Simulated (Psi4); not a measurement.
# SiPH3Cl (SMILES [PH][SiH2]Cl): levels of theory compared

Aim: a comparison of 4 runs (UHF/def2-TZVP, UPBE0/def2-SVP, UTPSS/def2-SVP, UPBE/6-311G**) of SiPH3Cl. 

The calculation is run with Psi4 1.11.

## 1. The system as given

The species is SiPH3Cl (6 atoms), meant as a doublet with charge 0. As SMILES, `[PH][SiH2]Cl`. The coordinates come from a GFN2-xTB relaxation. This is one conformer, not always the lowest.

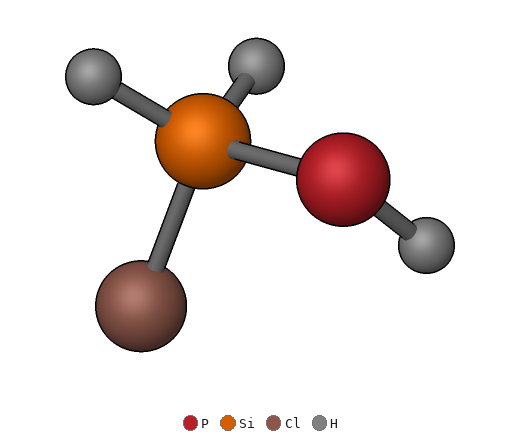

The structure, seen from a chosen angle (phosphorus red, silicon orange, chlorine brown, hydrogen grey).

## 2. Energy and gradient at UHF/def2-TZVP (density fitting) (run 1)

File input.json:

```json
{
  "schema_name": "qcschema_input",
  "schema_version": 1,
  "molecule": {
    "schema_name": "qcschema_molecule",
    "schema_version": 2,
    "symbols": ["P", "Si", "Cl", "H", "H", "H"],
    "geometry": [-2.53172278, -2.20143645, -0.31205047, 0.8894374, 0.10195072, 0.53658773, -0.0089762, 3.82361515, 0.75572037, -3.0649468, -0.93386486, -2.55528767, 2.83549626, -0.11567014, -1.41391198, 1.88073103, -0.67457553, 2.98894202],
    "molecular_charge": 0,
    "molecular_multiplicity": 2,
    "fix_symmetry": "c1"
  },
  "driver": "gradient",
  "model": {
    "method": "scf",
    "basis": "def2-TZVP"
  },
  "keywords": {
    "reference": "uhf",
    "print": 2
  }
}
```

The run is started by

```bash
$ psi4 --qcschema input.json -n 1 --memory 1600MB
```

stdout:

```text
[...]
  Running in c1 symmetry.
[...]
  Nuclear repulsion =  183.698200623288983
[...]
  Multiplicity = 2
[...]
  Nalpha       = 25
  Nbeta        = 24
[...]
   @DF-UHF iter   1: -1090.93602665261369   -4.57410e-01   2.26715e-03 DIIS/ADIIS
[...]
   @DF-UHF iter  16: -1090.98618561838293   -3.22871e-11   8.90588e-09 DIIS
[...]
   @S^2 Observed:                7.674803734E-01
[...]
    Orbital Energies [Eh]
    ---------------------
    Alpha Occupied:
       1A   -104.829111     2A    -79.953456     3A    -68.818994
       4A    -10.559610     5A     -8.026467     6A     -8.025255
       7A     -8.025141     8A     -7.500590     9A     -6.166501
      10A     -5.405154    11A     -5.391323    12A     -5.390230
      13A     -4.273421    14A     -4.272294    15A     -4.272106
      16A     -1.106838    17A     -0.870774    18A     -0.702981
      19A     -0.547930    20A     -0.541428    21A     -0.506180
      22A     -0.477244    23A     -0.455203    24A     -0.395960
      25A     -0.383823
    Alpha Virtual:
[...]
  @DF-UHF Final Energy: -1090.98618561838293
   => Energetics <=
    Nuclear Repulsion Energy =            183.6982006232889830
    One-Electron Energy =               -1876.1276498920024096
    Two-Electron Energy =                 601.4432636503303229
    Total Energy =                      -1090.9861856183829332
  UHF NO Occupations:
  HONO-2 :   23  A 1.9993963
  HONO-1 :   24  A 1.9922626
[...]
 Multipole Moments:
 ------------------------------------------------------------------------------------
     Multipole            Electronic (a.u.)      Nuclear  (a.u.)        Total (a.u.)
 ------------------------------------------------------------------------------------
 L = 1.  Multiply by 2.5417464519 to convert [e a0] to [Debye]
 Dipole X            :         -2.1688633            2.3509159            0.1820526
 Dipole Y            :          1.6904707           -1.9978231           -0.3073524
 Dipole Z            :          0.6651472           -0.8620916           -0.1969444
 Magnitude           :                                                    0.4079163
[...]
  -Total Gradient:
     Atom            X                  Y                   Z
    ------   -----------------  -----------------  -----------------
       1        0.005118293456     0.009152284561    -0.004417032472
       2       -0.005902028700     0.005289378097     0.000321134882
       3        0.003794774072    -0.014536961695    -0.001496372531
       4        0.001614439046    -0.003817632781     0.006983173688
       5       -0.002093469814     0.002470736270     0.001998009573
       6       -0.002532008074     0.001442195549    -0.003388913144
[...]
```

The result, in JSON:

```text
{
 "driver": "gradient",
 "model": {
  "method": "scf",
  "basis": "def2-TZVP"
 },
 "success": true,
 "return_result": [0.005118293456113587, 0.009152284560644097, -0.004417032471600968, -0.005902028699601984, 0.005289378097034114, 0.0003211348815140777, 0.0037947740723718038, -0.014536961694888606, -0.0014963725309618276, 0.001614439046440208, -0.0038176327814371663, 0.006983173688093897, -0.0020934698143548203, 0.002470736269920117, 0.001998009572830528, -0.0025320080743511386, 0.0014421955488817806, -0.0033889131435693998],
 "properties": {
  "calcinfo_nbasis": 129,
  "calcinfo_nmo": 129,
  "calcinfo_nalpha": 25,
  "calcinfo_nbeta": 24,
  "calcinfo_natom": 6,
  "nuclear_repulsion_energy": 183.69820062328898,
  "return_energy": -1090.986185618383,
  "return_gradient": [0.005118293456113587, 0.009152284560644097, -0.004417032471600968, -0.005902028699601984, 0.005289378097034114, 0.0003211348815140777, 0.0037947740723718038, -0.014536961694888606, -0.0014963725309618276, 0.001614439046440208, -0.0038176327814371663, 0.006983173688093897, -0.0020934698143548203, 0.002470736269920117, 0.001998009572830528, -0.0025320080743511386, 0.0014421955488817806, -0.0033889131435693998],
  "scf_one_electron_energy": -1876.1276498920024,
  "scf_two_electron_energy": 601.4432636503303,
  "scf_dipole_moment": [0.18205261332384648, -0.307352399776464, -0.19694438050232077],
  "scf_total_energy": -1090.986185618383,
  "scf_total_gradient": [0.005118293456113587, 0.009152284560644097, -0.004417032471600968, -0.005902028699601984, 0.005289378097034114, 0.0003211348815140777, 0.0037947740723718038, -0.014536961694888606, -0.0014963725309618276, 0.001614439046440208, -0.0038176327814371663, 0.006983173688093897, -0.0020934698143548203, 0.002470736269920117, 0.001998009572830528, -0.0025320080743511386, 0.0014421955488817806, -0.0033889131435693998],
  "scf_iterations": 16
 }
}
```

Wall time 4.5 s (1 thread of Intel Xeon Platinum 8488C (Sapphire Rapids), shared host); peak memory 0.28 GiB.

## 3. Energy and gradient at UPBE0/def2-SVP (run 2)

File clh3psi.dat:

```
memory 1600 MB

molecule {
  0 2
  P
  Si 1 r2
  Cl 2 r3 1 a3
  H 1 r4 2 a4 3 d4
  H 2 r5 3 a5 4 d5
  H 2 r6 5 a6 3 d6

  r2 = 2.228214
  r3 = 2.029307
  a3 = 110.6131
  r4 = 1.392368
  a4 = 94.18347
  d4 = 58.19507
  r5 = 1.462575
  a5 = 106.36151
  d5 = 96.93136
  r6 = 1.458812
  a6 = 110.63555
  d6 = -116.8853
  units angstrom
  symmetry c1
  no_reorient
  no_com
}

set {
  reference            uks
  puream               true
  e_convergence        1e-09
  d_convergence        1e-08
  scf_type             pk
  dft_radial_points    99
  dft_spherical_points 590
  maxiter              200
}

e_tot, wfn = gradient('pbe0/def2-SVP', return_wfn=True)
oeprop(wfn, 'MAYER_INDICES', 'QUADRUPOLE', 'LOWDIN_CHARGES', title='PBE0')
```

The run is started by

```bash
$ psi4 -n 1 clh3psi.dat clh3psi.out
```

clh3psi.out (excerpt; [...] marks lines left out):

```text
[...]
  Running in c1 symmetry.
[...]
  Nuclear repulsion =  183.698193168466190
[...]
  Multiplicity = 2
[...]
  Nalpha       = 25
  Nbeta        = 24
[...]
    Number of basis functions: 69
[...]
   @UKS iter   1: -1092.07932930426909   -2.27919e-01   3.15950e-03 ADIIS/DIIS
[...]
   @UKS iter  13: -1092.10947123022584   -5.68434e-12   7.18529e-09 DIIS
[...]
   @S^2 Observed:                7.545929881E-01
[...]
  @UKS Final Energy: -1092.10947123022584
   => Energetics <=
    Nuclear Repulsion Energy =            183.6981931684661902
    One-Electron Energy =               -1875.9736340608553746
    Two-Electron Energy =                 655.4177506829146296
    DFT Exchange-Correlation Energy =     -55.2517810207510891
    Empirical Dispersion Energy =           0.0000000000000000
    VV10 Nonlocal Energy =                  0.0000000000000000
    Total Energy =                      -1092.1094712302258358
[...]
  -Total Gradient:
     Atom            X                  Y                   Z
    ------   -----------------  -----------------  -----------------
       1       -0.015790193993    -0.010849048564     0.007277489062
       2        0.001835454843    -0.003763478675     0.006287874000
       3       -0.000558148469     0.018846805334    -0.006290801516
       4        0.015154159613     0.009572976096    -0.000711245883
       5        0.008733027192    -0.007363295460    -0.003024060648
       6       -0.009377797180    -0.006437243748    -0.003537842680
[...]
 Multipole Moments:
 ------------------------------------------------------------------------------------
     Multipole            Electronic (a.u.)      Nuclear  (a.u.)        Total (a.u.)
 ------------------------------------------------------------------------------------
 L = 1.  Multiply by 2.5417464519 to convert [e a0] to [Debye]
 Dipole X            :          0.8241593           -1.0571897           -0.2330303
 Dipole Y            :         -2.6491016            2.9545888            0.3054872
 Dipole Z            :         -0.6789894            0.6434768           -0.0355126
 Magnitude           :                                                    0.3858584
 L = 2.  Multiply by 1.3450342976 to convert [e a0^2] to [Debye ang]
 Quadrupole XX       :        -44.9793679           15.1901630          -29.7892049
 Quadrupole XY       :         -0.7010254            0.4746687           -0.2263567
[...]
```

Wall time 19 s (1 thread of Intel Xeon Platinum 8488C (Sapphire Rapids), shared host); peak memory 0.8 GiB.

Run 3 isn't shown in full; the table further down has it.

## 4. Energy and forces at UPBE/6-311G(d,p) (run 4)

File calc.py:

```python
import psi4

psi4.set_memory(1600000000)
psi4.set_num_threads(1)
psi4.set_output_file('psi4.out', False)

geom = psi4.geometry("""
0 2
P
Si 1 2.228214
Cl 2 2.029307 1 110.6131
H 1 1.392368 2 94.18347 3 58.19507
H 2 1.462575 3 106.36151 4 96.93136
H 2 1.458812 5 110.63555 3 -116.8853
symmetry c1
no_reorient
no_com
""")

options = {'basis': '6-311G**', 'reference': 'uks', 'puream': True, 'e_convergence': 1e-09, 'd_convergence': 1e-08, 'scf_type': 'pk', 'dft_radial_points': 99, 'dft_spherical_points': 590, 'maxiter': 200}
psi4.set_options(options)

result, w = psi4.gradient("pbe", molecule=geom, return_wfn=True)
psi4.oeprop(w, "MAYER_INDICES", "WIBERG_LOWDIN_INDICES", "DIPOLE")
print('gradient / Eh bohr^-1')
print(result.np.round(6))
print(f'energy = {w.energy():.10f} Eh')
```

The run is started by

```bash
$ python calc.py
```

psi4.out (excerpt; [...] marks lines left out):

```text
[...]
  Running in c1 symmetry.
[...]
  Nuclear repulsion =  183.698193168466190
[...]
  Multiplicity = 2
[...]
  Nalpha       = 25
  Nbeta        = 24
[...]
    Number of basis functions: 96
[...]
   @UKS iter   1: -1092.25822751765054   -1.04443e-01   6.22919e-03 ADIIS/DIIS
[...]
   @UKS iter  12: -1092.37685091697267   -1.68257e-11   9.87430e-09 DIIS
[...]
   @S^2 Observed:                7.532026272E-01
[...]
  @UKS Final Energy: -1092.37685091697267
   => Energetics <=
    Nuclear Repulsion Energy =            183.6981931684661902
    One-Electron Energy =               -1876.3119789160339224
    Two-Electron Energy =                 673.2699194868168888
    DFT Exchange-Correlation Energy =     -73.0329846562217853
    Empirical Dispersion Energy =           0.0000000000000000
    VV10 Nonlocal Energy =                  0.0000000000000000
    Total Energy =                      -1092.3768509169726713
[...]
  -Total Gradient:
     Atom            X                  Y                   Z
    ------   -----------------  -----------------  -----------------
       1       -0.017821406444    -0.012443876305     0.010235380963
       2        0.002038832432    -0.006719513209     0.007763446123
       3       -0.000580185928     0.021902372539    -0.008739000905
       4        0.016965909989     0.010637338992    -0.000800632574
       5        0.009834722592    -0.007146049385    -0.004115740775
       6       -0.010440976714    -0.006226652082    -0.004341878718
[...]
 Multipole Moments:
 ------------------------------------------------------------------------------------
     Multipole            Electronic (a.u.)      Nuclear  (a.u.)        Total (a.u.)
 ------------------------------------------------------------------------------------
 L = 1.  Multiply by 2.5417464519 to convert [e a0] to [Debye]
 Dipole X            :          0.8369397           -1.0571897           -0.2202500
 Dipole Y            :         -2.5497836            2.9545888            0.4048053
 Dipole Z            :         -0.7137561            0.6434768           -0.0702794
 Magnitude           :                                                    0.4661722
[...]
```

On the terminal:

```text
gradient / Eh bohr^-1
[[-0.017821 -0.012444  0.010235]
 [ 0.002039 -0.00672   0.007763]
 [-0.00058   0.021902 -0.008739]
 [ 0.016966  0.010637 -0.000801]
 [ 0.009835 -0.007146 -0.004116]
 [-0.010441 -0.006227 -0.004342]]
energy = -1092.3768509170 Eh
```

Run time: 24 s. Hardware: 1 thread of Intel Xeon Platinum 8488C (Sapphire Rapids), shared host; peak memory 0.71 GiB.

## 5. All runs side by side

| run | level | integrals | integral approximation | energy (Eh) | dipole moment (D) | HOMO energy (eV) | LUMO energy (eV) | wall time |
| --- | --- | --- | --- | --- | --- | --- | --- | --- |
| 1 | UHF/def2-TZVP (density fitting) | df | program's default | -1090.986186 | 1.04 | -10.38 | 0.36 | 4.5 s |
| 2 | UPBE0/def2-SVP | pk | none | -1092.109471 | 0.98 | -7.49 | -3.61 | 19 s |
| 3 | UTPSS/def2-SVP | pk | none | -1092.586064 | 0.92 | -6.44 | -4.50 | 41 s |
| 4 | UPBE/6-311G** | pk | none | -1092.376851 | 1.18 | -6.41 | -4.83 | 24 s |

## 6. Results

| quantity | value |
| --- | --- |
| run 4: total energy | -1092.37685 Eh |
| run 4: dipole moment | 1.18 D |
| run 4: HOMO energy (highest over α and β) | -6.41 eV |
| run 4: LUMO energy (lowest over α and β) | -4.83 eV |
| run 4: ⟨S²⟩ | 0.753 |
| run 4: largest force on an atom | 1.235 eV/Å |

In words: The dipole moment (its size) runs from 0.92 D (UTPSS/def2-SVP) to 1.18 D (UPBE/6-311G**). The two ends differ in method and basis. Totals of different functionals can't be ranked against each other. All runs together took 89 s, the longest 41 s.
